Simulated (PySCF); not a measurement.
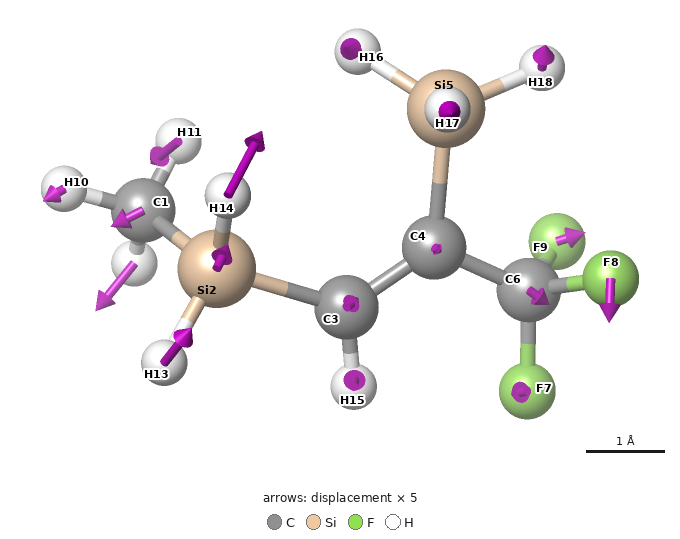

A relaxation of C4H9F3Si2. The starting structure is drawn; purple arrows show the displacements, magnified 5 times. The two geometries are superimposed by the best rigid fit.

The picture is a ball-and-stick view, seen from a free direction.

The start comes from GFN2-xTB. Its atoms were then displaced at random by about 0.01 Å.

The calculation used PBE0-D3(BJ)/def2-SVP geometry optimisation, gas phase (PySCF 2.14.0, density-fitted response routines). 

Q: Which element moves most?

A: Hydrogen: up to 0.23 Å, against 0.12 Å for fluorine.

Q: What did the optimiser do to the structure, and how much energy did it gain?

A: The largest move after the best rigid fit is that of an H atom, 0.23 Å. By element the largest moves are H 0.23 Å, F 0.12 Å, C 0.10 Å, Si 0.09 Å. Among the contacts that change: H–Si 1.445 → 1.489 Å, C–C 1.463 → 1.506 Å, C–H 1.068 → 1.100 Å, C–C 1.375 → 1.344 Å. Among the angles between lasting bonds that change: C–Si–C 106.6° → 110.2°, C–Si–H 106.9° → 110.4°, C–C–F 116.7° → 113.7°. After 9 geometry steps the energy has fallen by 21.8 kJ/mol.
